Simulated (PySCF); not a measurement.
**C$_{2}$H$_{6}$OSSi$_{2}$: geometry relaxation**

System: C$_{2}$H$_{6}$OSSi$_{2}$.
Method: PBE0-D3(BJ)/def2-SVP geometry optimisation, gas phase (PySCF 2.14.0).

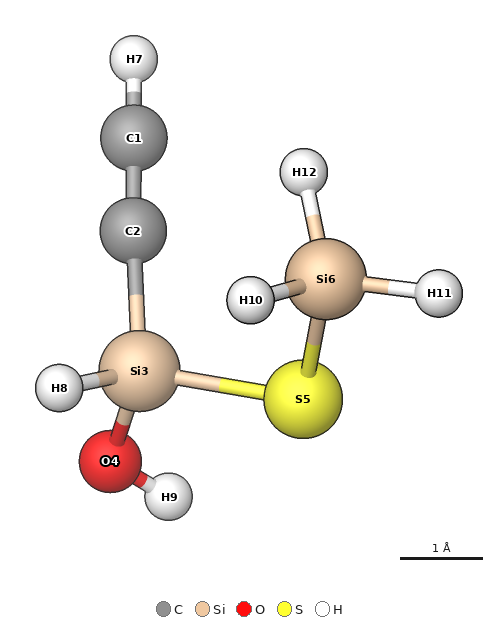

*The input geometry (ball-and-stick view, seen at a tilt; atoms are numbered from 1 in the order of the input).*

Bond lengths as drawn: C–C 1.23 Å, C–H 1.03 Å, C–Si 1.86 Å, H–O 0.94 Å, H–Si 1.45 to 1.47 Å, O–Si 1.65 Å and S–Si 2.14 to 2.15 Å.

**Summary**

- outcome: converged
- total energy: −1131.277511 hartree
- dipole moment: 2.40 D
- point group: C1
- hardware: 1 CPU thread, shared host
- wall time: 2.5 min
- peak memory: 0.53 GiB

**Input**
```
{"job": {"xc": "PBE0", "basis": "def2-SVP", "d3": "d3bj", "grid": 1, "shake": 0.01, "kind": "geom"}, "charge": 0, "multiplicity": 1}
C      1.512130    -1.653470     1.146560
C      1.348740    -0.749860     0.335370
Si     1.023370     0.583840    -0.919200
O      2.143060     0.553720    -2.127030
S     -0.913250     0.205730    -1.784430
Si    -2.239040     0.333500    -0.108850
H      1.640650    -2.398160     1.848380
H      1.127840     1.918480    -0.330330
H      1.909560     0.124000    -2.931300
H     -2.197880     1.687770     0.425010
H     -3.531000    -0.013130    -0.679210
H     -1.784490    -0.620690     0.910340
```

The first line tells a small driver script what to run in PySCF; the rest is the geometry in Å.

Run as:
```bash
OMP_NUM_THREADS=1 python <driver script> task.json out
```

**Output**
```
step   0  E = -1131.26966708  max force = 0.041890
step   1  E = -1131.27433021  max force = 0.012863
step   2  E = -1131.27481718  max force = 0.002978
step   3  E = -1131.27522821  max force = 0.005435
step   4  E = -1131.27598745  max force = 0.010554
step   5  E = -1131.27653401  max force = 0.011515
step   6  E = -1131.27706160  max force = 0.005565
step   7  E = -1131.27727754  max force = 0.004472
step   8  E = -1131.27741165  max force = 0.001953
step   9  E = -1131.27745542  max force = 0.000921
step  10  E = -1131.27750209  max force = 0.001550
step  11  E = -1131.27750893  max force = 0.001088
step  12  E = -1131.27751098  max force = 0.000290
optimisation converged
```

**Trajectory as extended XYZ (Å, eV, eV/Å), 13 frames, from step=0 to step=12**
```
12
Properties=species:S:1:pos:R:3:forces:R:3 step=0 energy=-30783.41560
C     1.5121   -1.6535    1.1466   -0.4032   2.1541  -1.8658
C     1.3487   -0.7499    0.3354    0.0017  -0.1827   0.2103
Si    1.0234    0.5838   -0.9192   -0.0843  -0.6728   0.1932
O     2.1431    0.5537   -2.1270    0.2784   0.4905   0.7546
S    -0.9133    0.2057   -1.7844    0.3063   0.0420  -0.3539
Si   -2.2390    0.3335   -0.1089    0.7436  -0.2308  -0.2679
H     1.6406   -2.3982    1.8484    0.2846  -1.4921   1.3465
H     1.1278    1.9185   -0.3303   -0.0545   0.2740   0.3773
H     1.9096    0.1240   -2.9313   -0.2128  -0.6166  -0.9912
H    -2.1979    1.6878    0.4250   -0.1395   0.6384   0.3298
H    -3.5310   -0.0131   -0.6792   -0.6711  -0.1214  -0.1252
H    -1.7845   -0.6207    0.9103   -0.0491  -0.2827   0.3924
12
Properties=species:S:1:pos:R:3:forces:R:3 step=1 energy=-30783.54249
C     1.3503   -1.5249    1.2531    0.2196  -0.6614   0.3971
C     1.2934   -0.7370    0.3314   -0.1347   0.3983  -0.3033
Si    1.0576    0.5477   -0.9608    0.0284  -0.0947   0.1360
O     2.1949    0.4645   -2.1562   -0.0660  -0.0551  -0.2232
S    -0.8535    0.2435   -1.8880   -0.0285   0.0156   0.0065
Si   -2.1494    0.3335   -0.1691   -0.0557  -0.0153  -0.0208
H     1.4543   -2.2822    2.0229   -0.0951   0.3090  -0.1684
H     1.1557    1.8639   -0.2820    0.0253   0.0213  -0.0715
H     1.9472    0.0068   -2.9711    0.0929   0.0742   0.2557
H    -2.1434    1.6972    0.4365    0.0280   0.0146   0.0032
H    -3.5062    0.0242   -0.6966   -0.0294   0.0143  -0.0154
H    -1.7630   -0.6657    0.8649    0.0153  -0.0207   0.0041
12
Properties=species:S:1:pos:R:3:forces:R:3 step=2 energy=-30783.55575
C     1.3796   -1.5294    1.2544    0.1072  -0.0592  -0.1531
C     1.3024   -0.7341    0.3345   -0.1168   0.0153   0.1261
Si    1.0558    0.5458   -0.9544    0.0181  -0.0167   0.0405
O     2.1965    0.4585   -2.1461   -0.0280   0.0496  -0.0593
S    -0.8583    0.2478   -1.8847    0.0052   0.0042   0.0115
Si   -2.1707    0.3342   -0.1775   -0.0100  -0.0083  -0.0134
H     1.4845   -2.2656    2.0327   -0.0386   0.0532   0.0305
H     1.1622    1.8723   -0.2986    0.0059   0.0056  -0.0213
H     1.9611   -0.0214   -2.9461    0.0415  -0.0451   0.0408
H    -2.1267    1.6853    0.4561    0.0140  -0.0026   0.0057
H    -3.5329    0.0756   -0.7225    0.0041   0.0136  -0.0052
H    -1.8154   -0.6975    0.8372   -0.0025  -0.0096  -0.0029
12
Properties=species:S:1:pos:R:3:forces:R:3 step=3 energy=-30783.56693
C     1.3853   -1.5141    1.2569    0.0081   0.1987  -0.2795
C     1.2906   -0.7134    0.3426   -0.0812  -0.0951   0.2181
Si    1.0525    0.5560   -0.9540    0.0259   0.0275  -0.0733
O     2.2003    0.4488   -2.1383   -0.0185   0.1430   0.0587
S    -0.8609    0.2668   -1.8902    0.0125  -0.0028  -0.0038
Si   -2.1790    0.3223   -0.1868    0.0336  -0.0171   0.0067
H     1.4829   -2.2249    2.0530    0.0108  -0.1147   0.1309
H     1.1671    1.8963   -0.3299    0.0109  -0.0105   0.0186
H     1.9911   -0.0811   -2.9101    0.0053  -0.1310  -0.0755
H    -2.0727    1.6359    0.5157    0.0041  -0.0106   0.0080
H    -3.5493    0.1546   -0.7477    0.0132   0.0098   0.0013
H    -1.8699   -0.7757    0.7738   -0.0248   0.0028  -0.0102
12
Properties=species:S:1:pos:R:3:forces:R:3 step=4 energy=-30783.58759
C     1.3575   -1.4413    1.2725   -0.1780   0.5427  -0.3552
C     1.2346   -0.6337    0.3665    0.0202  -0.2549   0.2729
Si    1.0450    0.5974   -0.9702    0.0202   0.0821  -0.2326
O     2.2084    0.4211   -2.1323   -0.0058   0.2680   0.1733
S    -0.8677    0.3392   -1.9165    0.0132  -0.0034  -0.0347
Si   -2.1768    0.2709   -0.2078    0.1006  -0.0326   0.0422
H     1.4318   -2.0981    2.1101    0.0853  -0.3208   0.2238
H     1.1960    1.9659   -0.4241    0.0225  -0.0236   0.0760
H     2.0725   -0.2459   -2.8040   -0.0260  -0.2636  -0.1645
H    -1.8951    1.4207    0.7040   -0.0178  -0.0133   0.0004
H    -3.5556    0.3801   -0.7627    0.0118  -0.0053   0.0138
H    -2.0127   -1.0047    0.5494   -0.0462   0.0246  -0.0154
12
Properties=species:S:1:pos:R:3:forces:R:3 step=5 energy=-30783.60246
C     1.2747   -1.3466    1.2909   -0.2565   0.5921  -0.2501
C     1.1530   -0.5372    0.3863    0.1237  -0.3001   0.1938
Si    1.0412    0.6494   -0.9991    0.0054   0.0824  -0.2585
O     2.2171    0.3814   -2.1308   -0.0204   0.2999   0.1539
S    -0.8737    0.4366   -1.9504   -0.0060   0.0028  -0.0341
Si   -2.1461    0.2103   -0.2275    0.1148  -0.0334   0.0627
H     1.3203   -1.9738    2.1534    0.1081  -0.3504   0.1925
H     1.2504    2.0334   -0.5180    0.0251  -0.0221   0.0809
H     2.1450   -0.4011   -2.6760   -0.0256  -0.2809  -0.1277
H    -1.7058    1.1357    0.8605   -0.0344  -0.0021  -0.0165
H    -3.5149    0.5737   -0.6915    0.0030  -0.0167   0.0164
H    -2.1233   -1.1904    0.2871   -0.0372   0.0284  -0.0134
12
Properties=species:S:1:pos:R:3:forces:R:3 step=6 energy=-30783.61682
C     1.2108   -1.3022    1.2960   -0.1787   0.2862  -0.0023
C     1.1141   -0.4966    0.3867    0.1329  -0.1636   0.0285
Si    1.0400    0.6761   -1.0199   -0.0191   0.0281  -0.1034
O     2.2174    0.3728   -2.1391   -0.0114   0.1298   0.0328
S    -0.8783    0.4778   -1.9651   -0.0078   0.0110  -0.0078
Si   -2.1126    0.1849   -0.2237    0.0530  -0.0198   0.0507
H     1.2502   -1.9541    2.1481    0.0677  -0.1531   0.0128
H     1.2765    2.0569   -0.5415    0.0193  -0.0144   0.0341
H     2.1546   -0.4439   -2.6400   -0.0092  -0.1137  -0.0254
H    -1.6426    1.0548    0.8957   -0.0269   0.0102  -0.0131
H    -3.4883    0.5826   -0.6361   -0.0033  -0.0106   0.0004
H    -2.1039   -1.2375    0.2237   -0.0166   0.0099  -0.0074
12
Properties=species:S:1:pos:R:3:forces:R:3 step=7 energy=-30783.62269
C     1.1846   -1.3031    1.2924    0.0017  -0.2222   0.2300
C     1.1266   -0.5070    0.3746    0.0374   0.1120  -0.1703
Si    1.0469    0.6775   -1.0297   -0.0402  -0.0469   0.1202
O     2.2158    0.3856   -2.1587   -0.0186  -0.0827  -0.1245
S    -0.8784    0.4662   -1.9568   -0.0029   0.0356   0.0208
Si   -2.0958    0.1963   -0.1979   -0.0318  -0.0359  -0.0076
H     1.2380   -2.0153    2.1032   -0.0144   0.1329  -0.1229
H     1.2847    2.0453   -0.5134    0.0122   0.0000  -0.0381
H     2.1229   -0.4176   -2.6854    0.0306   0.0945   0.0966
H    -1.7174    1.1746    0.8626    0.0250   0.0078   0.0094
H    -3.4930    0.4583   -0.6450   -0.0027   0.0128  -0.0143
H    -1.9971   -1.1894    0.3391    0.0038  -0.0081   0.0007
12
Properties=species:S:1:pos:R:3:forces:R:3 step=8 energy=-30783.62634
C     1.1669   -1.2714    1.2968   -0.0272  -0.0768   0.1004
C     1.1116   -0.4771    0.3762    0.0624   0.0192  -0.0986
Si    1.0469    0.6936   -1.0386   -0.0335  -0.0135   0.0638
O     2.2084    0.3725   -2.1679   -0.0081  -0.0450  -0.0593
S    -0.8862    0.5102   -1.9557    0.0043   0.0161   0.0262
Si   -2.0907    0.1740   -0.1995   -0.0235   0.0040  -0.0027
H     1.2119   -1.9729    2.1139   -0.0006   0.0507  -0.0503
H     1.3152    2.0639   -0.5470    0.0027   0.0068  -0.0205
H     2.1346   -0.4626   -2.6430    0.0156   0.0427   0.0406
H    -1.6561    1.0662    0.9146    0.0002   0.0019   0.0011
H    -3.4808    0.5223   -0.6096   -0.0025   0.0005  -0.0041
H    -2.0438   -1.2471    0.2447    0.0100  -0.0066   0.0033
12
Properties=species:S:1:pos:R:3:forces:R:3 step=9 energy=-30783.62753
C     1.1722   -1.2699    1.2938   -0.0289  -0.0028   0.0154
C     1.1212   -0.4772    0.3709    0.0474  -0.0180  -0.0330
Si    1.0498    0.6956   -1.0401   -0.0156  -0.0021   0.0205
O     2.2020    0.3708   -2.1787   -0.0103  -0.0046  -0.0225
S    -0.8898    0.5235   -1.9453   -0.0018   0.0115   0.0192
Si   -2.0956    0.1726   -0.1931   -0.0083   0.0060  -0.0065
H     1.2140   -1.9678    2.1122    0.0033   0.0092  -0.0077
H     1.3281    2.0661   -0.5549    0.0012   0.0026  -0.0087
H     2.1308   -0.4697   -2.6428    0.0092   0.0030   0.0148
H    -1.6620    1.0555    0.9288   -0.0036  -0.0003   0.0024
H    -3.4846    0.5247   -0.6042   -0.0003  -0.0030   0.0014
H    -2.0483   -1.2527    0.2386    0.0077  -0.0016   0.0045
12
Properties=species:S:1:pos:R:3:forces:R:3 step=10 energy=-30783.62881
C     1.1694   -1.2609    1.2816   -0.0011   0.0440  -0.0797
C     1.1399   -0.4745    0.3519    0.0035  -0.0290   0.0451
Si    1.0569    0.7049   -1.0507    0.0149   0.0059  -0.0342
O     2.1832    0.3682   -2.2126   -0.0101   0.0339   0.0236
S    -0.9017    0.5643   -1.9185   -0.0098   0.0072   0.0036
Si   -2.0971    0.1665   -0.1698    0.0101   0.0026  -0.0091
H     1.2004   -1.9571    2.0999   -0.0006  -0.0264   0.0438
H     1.3645    2.0727   -0.5758   -0.0029  -0.0016   0.0062
H     2.1168   -0.4873   -2.6470   -0.0003  -0.0352  -0.0163
H    -1.6756    1.0348    0.9679   -0.0063  -0.0016   0.0046
H    -3.4905    0.5061   -0.5770    0.0010  -0.0040   0.0063
H    -2.0283   -1.2662    0.2351    0.0017   0.0042   0.0061
12
Properties=species:S:1:pos:R:3:forces:R:3 step=11 energy=-30783.62899
C     1.1669   -1.2598    1.2738    0.0094   0.0209  -0.0560
C     1.1460   -0.4754    0.3425   -0.0110  -0.0097   0.0383
Si    1.0591    0.7081   -1.0566    0.0149  -0.0004  -0.0280
O     2.1754    0.3683   -2.2271   -0.0075   0.0222   0.0179
S    -0.9075    0.5804   -1.9085   -0.0081   0.0057  -0.0001
Si   -2.0947    0.1653   -0.1585    0.0105  -0.0020  -0.0040
H     1.1923   -1.9547    2.0940   -0.0021  -0.0146   0.0276
H     1.3766    2.0736   -0.5817   -0.0013  -0.0016   0.0059
H     2.1091   -0.4912   -2.6544   -0.0018  -0.0224  -0.0124
H    -1.6831    1.0344    0.9821   -0.0032   0.0000   0.0033
H    -3.4923    0.4900   -0.5633    0.0007  -0.0013   0.0038
H    -2.0097   -1.2675    0.2428   -0.0004   0.0032   0.0038
12
Properties=species:S:1:pos:R:3:forces:R:3 step=12 energy=-30783.62905
C     1.1648   -1.2596    1.2665    0.0120  -0.0056  -0.0131
C     1.1480   -0.4755    0.3351   -0.0149   0.0087   0.0137
Si    1.0598    0.7107   -1.0623    0.0075  -0.0050  -0.0098
O     2.1682    0.3675   -2.2389   -0.0023   0.0013   0.0041
S    -0.9132    0.5944   -1.9015   -0.0018   0.0034  -0.0007
Si   -2.0909    0.1644   -0.1489    0.0040  -0.0034   0.0025
H     1.1862   -1.9526    2.0893   -0.0014  -0.0001   0.0026
H     1.3855    2.0736   -0.5858    0.0006  -0.0011   0.0015
H     2.1007   -0.4943   -2.6620   -0.0024  -0.0013  -0.0037
H    -1.6853    1.0329    0.9942    0.0000   0.0013   0.0011
H    -3.4922    0.4785   -0.5492   -0.0005   0.0010   0.0010
H    -1.9938   -1.2686    0.2485   -0.0008   0.0009   0.0009
```

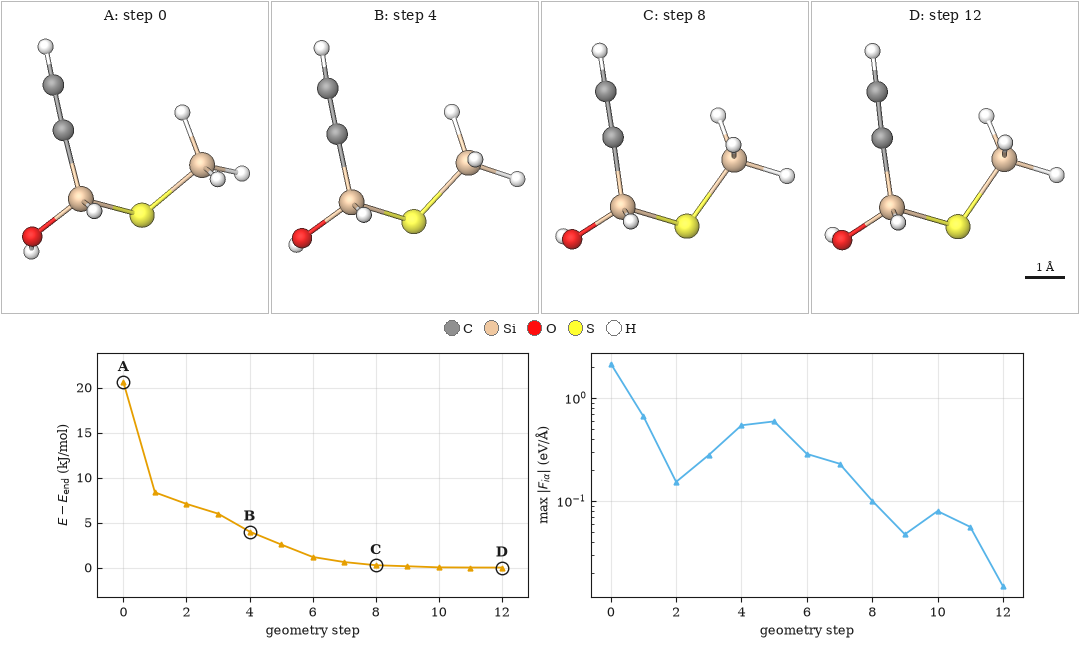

*Frames of the relaxation (ball-and-stick view, seen at a tilt) above the curves, on which the letters mark them (steps are counted from 0).*

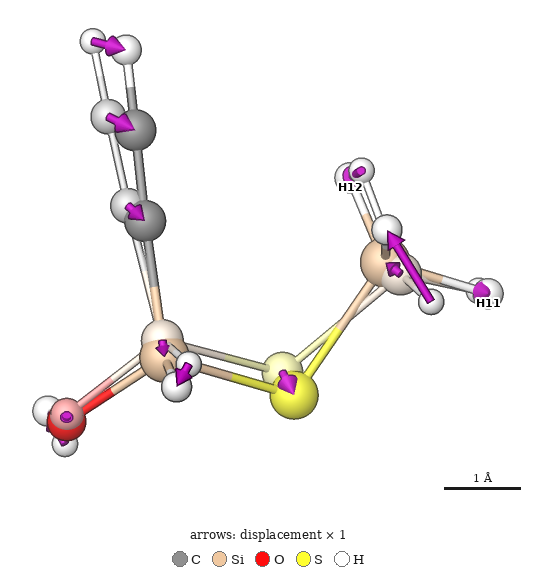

*Start (faint) and end (solid) with the displacements as pink arrows, at true length (ball-and-stick view, seen at a tilt). The two geometries are laid on each other by the best rigid fit.*

Over 12 geometry steps the energy falls by 20.6 kJ/mol. Largest force component: 2.2 eV/Å at the start, 0.015 eV/Å at the end. H10 moves most after the best rigid fit: 1.12 Å. By element the largest moves are H 1.12 Å, C 0.46 Å, S 0.42 Å, Si 0.28 Å, O 0.17 Å. Among the contacts that change: C1–H7 1.031 → 1.076 Å, Si6–H11 1.454 → 1.491 Å, Si6–H10 1.456 → 1.492 Å, C2–Si3 1.860 → 1.835 Å. Among the angles that change: S5–Si6–H12 108.2° → 111.9°, H10–Si6–H11 113.0° → 109.8°, Si3–S5–Si6 103.4° → 101.3°. (Atoms are counted from 1 in the order of the input.)
